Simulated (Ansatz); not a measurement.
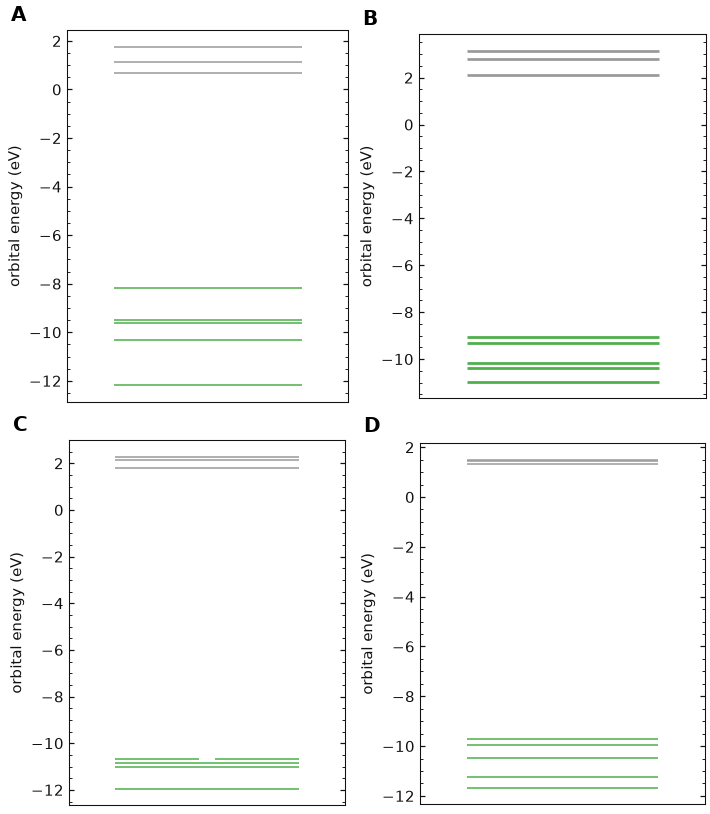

Kohn-Sham orbital energies near the frontier, ωB97M-V/def2-TZVPP in the Ansatz code 0.2.0, at a PBE0-D4/def2-TZVP geometry (no frequency check), isolated molecule; empty levels in grey, levels within 0.03 eV side by side.

Pair each panel with its molecule.
1. C₄H₁₄GeN₂O₂, SMILES C[NH][Ge]([NH]C)([O]C)[O]C, singlet
2. C₈H₁₂O₈Si, SMILES CC(=O)O[Si](OC(C)=O)(OC(C)=O)OC(C)=O
3. Ge₂Si₃H₁₂, SMILES [SiH3][SiH2][GeH2][SiH2][GeH3], singlet
4. C₄H₁₂InNS, SMILES C[CH2][In]([SH])[N](C)C, singlet

A: 4 (HOMO −8.19 eV, LUMO 0.68 eV)
B: 1 (HOMO −9.06 eV, LUMO 2.12 eV)
C: 2 (HOMO −10.67 eV, LUMO 1.80 eV)
D: 3 (HOMO −9.72 eV, LUMO 1.32 eV)

Caveats, for all or some of the runs: core potentials past krypton; empty levels above zero depend strongly on the basis; no scalar relativity up to krypton; one conformer of a flexible molecule; spin-orbit coupling is left out, and with In it can shift these levels and split any degenerate set.
